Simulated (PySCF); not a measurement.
## Electronic structure of C₈H₁₄OSi in real space

Input

```
{"job": {"kind": "nmr", "xc": "PBE0", "basis": "pcSseg-1"}, "charge": 0, "multiplicity": 1}
C     -2.268564     0.363899    -1.447497
C     -1.786101     0.240156    -0.220107
C     -2.699060     0.009737     0.948364
C     -0.340286     0.306914     0.153813
C      0.630174     0.681747    -0.967811
C      2.052713     0.259099    -0.545034
C      2.399097     1.072654     0.660384
O      2.142497     0.738968     1.785462
C      1.983756    -1.217135    -0.161327
Si     0.371405    -1.345683     0.840913
H     -3.326062     0.293665    -1.639535
H     -1.653656     0.544555    -2.310662
H     -2.566678     0.793673     1.692923
H     -2.465062    -0.940982     1.426369
H     -3.739522    -0.000879     0.634778
H     -0.256408     1.053584     0.949742
H      0.387236     0.121563    -1.871499
H      0.586672     1.748036    -1.202661
H      2.763801     0.460808    -1.352258
H      2.878561     2.049214     0.453316
H      2.873379    -1.511480     0.390659
H      1.941938    -1.826149    -1.063194
H      0.503624    -1.392856     2.290521
H     -0.425190    -2.483343     0.356109
```

Launched as:

```sh
OMP_NUM_THREADS=1 python probes_run.py task.json out
```

Geometry: GFN2-xTB.

All numbers below come from PBE0/pcSseg-1, SCF density, gas phase, non-relativistic in PySCF 2.14.0.

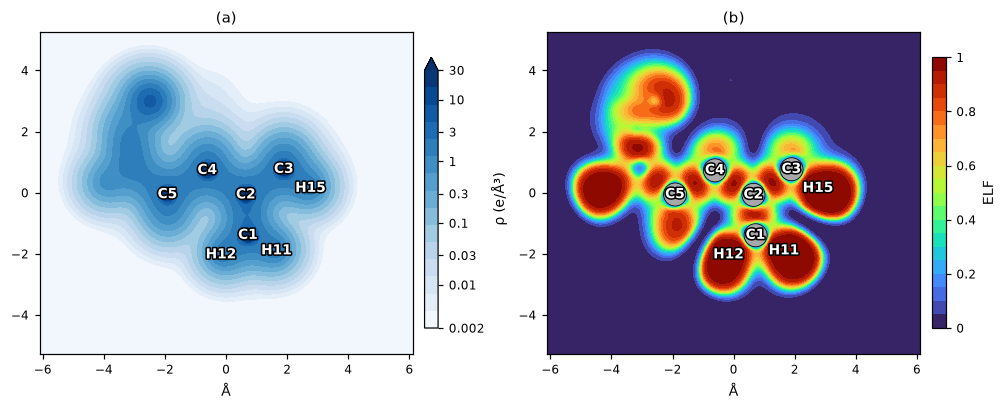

Figure 1. (a) total electron density; (b) ELF on the plane of atoms C2, C1 and H12. Grey discs cover the atomic cores in the ELF map.

What do the fields say about this system?

- The section cuts through C and H sites.
- C–C (1.32 Å): ρ at the midpoint is about 2.3 e/Å³; the ELF peaks at about 0.95 between the atoms; a short, multiple covalent bond.
- C–H (1.08 Å): the density is about 2 e/Å³ at the midpoint; the ELF climbs to about 1 towards the hydrogen, as it does in any bond to H: a covalent bond by its length.
- C–C (1.49 Å): the density is about 1.7 e/Å³ at the midpoint; the ELF peaks at about 0.95 between the atoms, as expected for a shared electron pair.

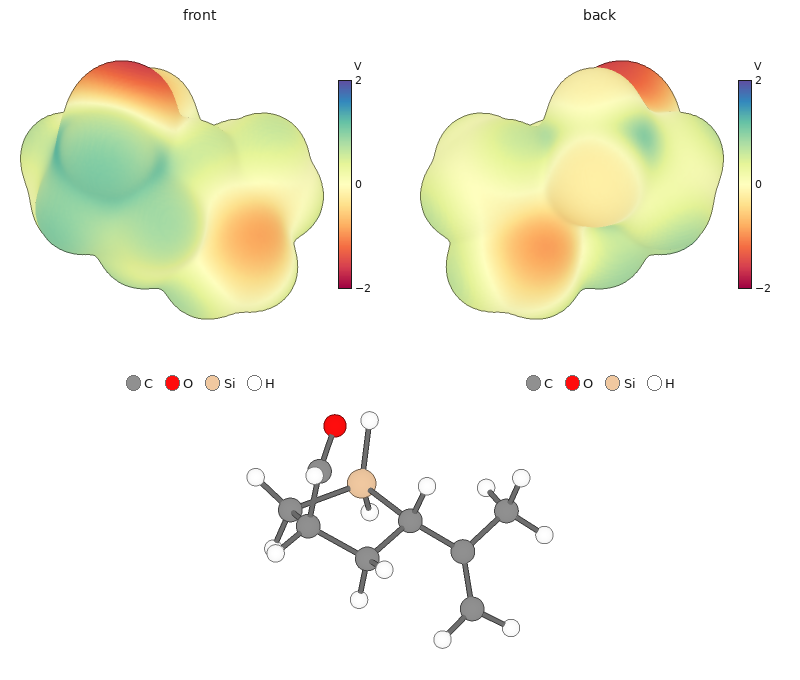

Figure 2. The electrostatic potential painted on the density surface at 0.002 e/bohr³, seen from the front and from behind; red is negative and blue positive. The bare structure is drawn below in the same view.

Describe the electrostatic potential map.

The most negative region (about −1.5 V) lies over O8, the most positive (about +1.1 V) over the π face of C7. O8 is the likeliest acceptor of a hydrogen bond.

What dipole moment does the calculation give?

Its dipole moment is 2.08 D.
